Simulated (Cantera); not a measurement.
A closed system holds: 1 mol Fe, 0.021 mol CO2, 52 mol CO, equilibrated at 1000 Pa.

Cantera equilibrium calculation (NASA polynomials, part measured and part estimated; ideal gas, pure solids and liquids). Candidate condensed phases: C, Fe, Fe(CO)5, FeO, Fe2O3, Fe3O4; 15 gas species. Condensed phases not in the tables: cementite and carbon dissolved in iron. Equilibrium is a limit: real reactors are often held back by kinetics, nucleation or transport.

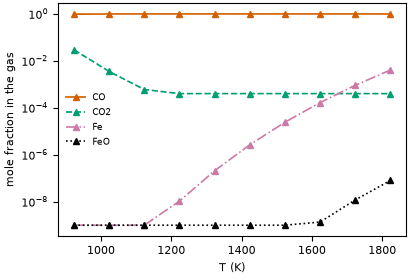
Fig. 1. Equilibrium gas composition (values under 1e-9 drawn at 1e-9)

From 923 K to 1123 K the condensed part is C(graphite) + Fe(α). From 1223 K to 1623 K the condensed part is Fe(γ). At 1723 K the condensed part is Fe(δ). At 1823 K the condensed part is Fe(l).
